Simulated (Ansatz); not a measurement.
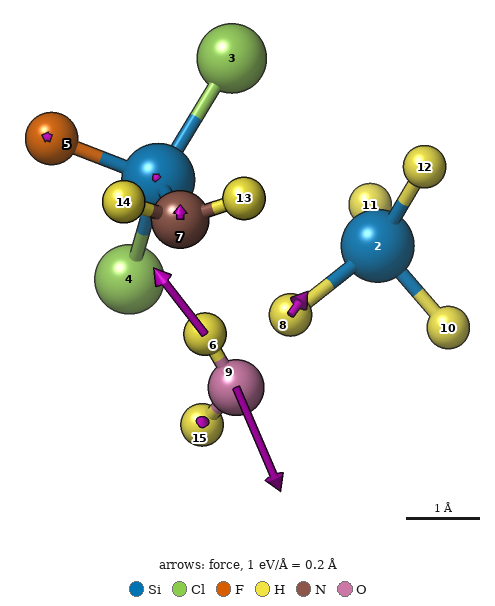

Starting geometry of Si$_{2}$NH$_{8}$OCl$_{2}$F (started from a transition state, displaced along its imaginary mode) with the computed forces as purple arrows. Style: ball-and-stick. Shown at a tilt.

Level of theory: Ansatz 0.2.0, RKS PBE0-D4/def2-TZVP. (force threshold 0.005 eV/Å; at most 200 steps)

What follows when this structure is relaxed?

It isn't relaxed: the largest force vector, on the O atom, is 8.08 eV/Å. The final displacements have little in common with the starting forces (cosine between the two patterns −0.05). Over 84 accepted moves (99 points after the start) the energy falls by 47.4 kcal/mol. The largest force component goes from 6.1 to 0.0012 eV/Å. The line search rejected the trial steps at points 6, 20, 24, 30, 33, 53, 54, 57 and more of the run. The forces were under the threshold at step 72, but the run went on from there. The largest move after the best rigid fit is that of an H atom, 1.55 Å. Largest moves by element: H 1.55 Å, Cl 0.94 Å, F 0.80 Å, Si 0.71 Å, N 0.49 Å, O 0.32 Å. Among the contacts that change: Si–Si 3.177 → 4.340 Å, Cl–Si 3.259 → 3.799 Å, H–Si 1.679 → 1.487 Å, H–O 0.883 → 0.960 Å. Bond angles that change, for instance: H–Si–H 93.3° → 108.8°, H–Si–H 123.4° → 108.9°, F–Si–N 98.8° → 111.6°.
